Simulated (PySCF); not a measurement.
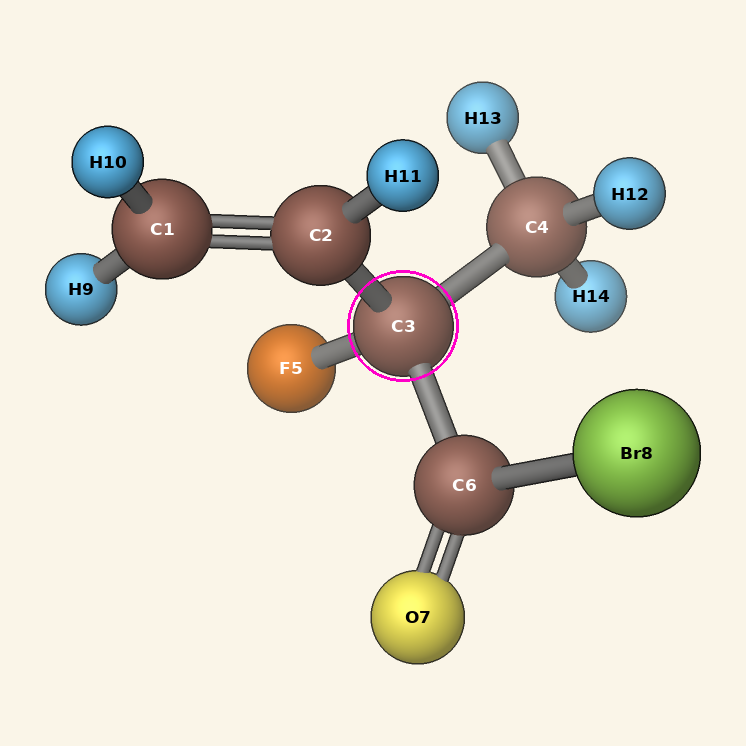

Atoms fade into the background with distance from the viewer. Circles mark the stereogenic atoms. Computed geometry: GFN2-xTB optimisation. No frequency run is at hand to confirm it as a minimum.

**What are the Cahn–Ingold–Prelog descriptors?**

C3: S (priorities F5 > C6 > C2 > C4).

**Write the isomeric SMILES.**

C=C[C@](C)(F)C(=O)Br
